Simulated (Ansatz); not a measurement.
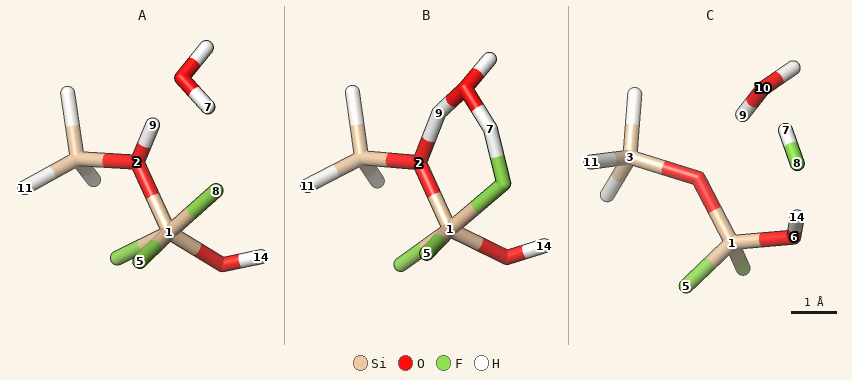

Three geometries of Si2H7O3F3: a saddle point and the two relaxed ends that it joins, in shuffled order. A stick model, seen at a tilt. Sticks join atoms that are closer than about 1.2 times the sum of their covalent radii (a little more with hydrogen).

Stationary points at PBE0-D4/def2-TZVP, single-point energies with wB97X-V (def2-TZVPP where no basis is named; Ansatz 0.2.0). The energies are electronic, without zero-point or thermal terms, and both ends are the relaxed geometries reached downhill from the saddle, with any fragments still in contact.

Which frame is the transition state, what reaction does it lead through, and what barrier is to be expected?

Answer. Frame B is the saddle point. Counted by bonded pieces, C holds HF + H₂O + Si₂H₄O₂F₂ and A holds H₂O + Si₂H₅O₂F₃. From C over the saddle to A, bonds form: F–Si (3.66 → 1.88 → 1.69 Å), H–O (1.89 → 1.38 → 1.01 Å), H–O (1.53 → 1.10 → 0.97 Å). Bonds break: F–H (0.97 → 1.27 → 1.93 Å), H–O (0.97 → 1.08 → 1.54 Å). The saddle has one imaginary mode, 404i cm⁻¹. With wB97X-V the barrier is 16.5 kcal/mol from C and 8.2 kcal/mol from A, and A lies 8.3 kcal/mol above C.
